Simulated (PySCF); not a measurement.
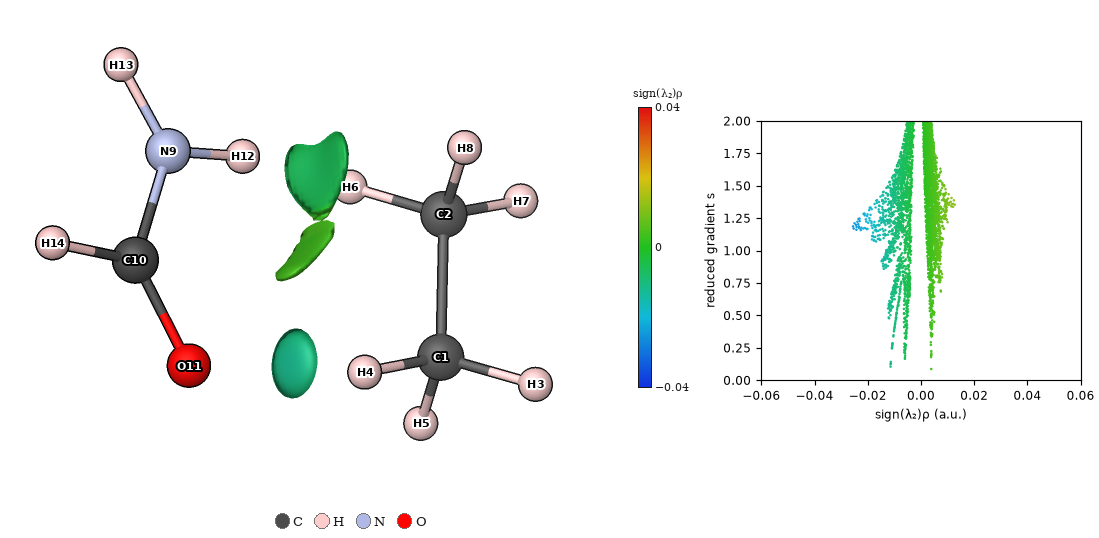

Figure 1: C3H9NO, SMILES `CC.NC=O`. Non-covalent interaction surfaces between the fragments (reduced density gradient s = 0.5, coloured by sign(λ₂)ρ in a.u.; trimmed to the region between the fragments where ρ is under 0.06 a.u.). Fragment A: H6C2 (atoms 1–8); fragment B: H3CNO. The plot gives s against sign(λ₂)ρ for grid points between the fragments.

Computed with PySCF, CAM-B3LYP/def2-SVPD, geometry: GFN2-xTB.

Question: Interpret the surfaces between the fragments.

Answer: Bond critical points between the fragments: H4···O11, weak C–H hydrogen bond, 2.40 Å, ρ = 0.012 a.u.; C2···H12, N–H···C contact, 2.66 Å, ρ = 0.006 a.u., a bond path close to vanishing (ellipticity 1.7). All are weak and appear green, as weak hydrogen bonds do. Several contacts close a ring, whose ring point adds a part with positive λ₂ between them. The pose is a local one from a semi-empirical search, not shown to be the most stable.

Question: How strongly are they bound?

Answer: The counterpoise-corrected interaction energy of the frozen fragments is −0.6 kcal/mol without dispersion correction and −1.7 kcal/mol with D3(BJ). The pair geometry is semi-empirical, not a minimum at this level.
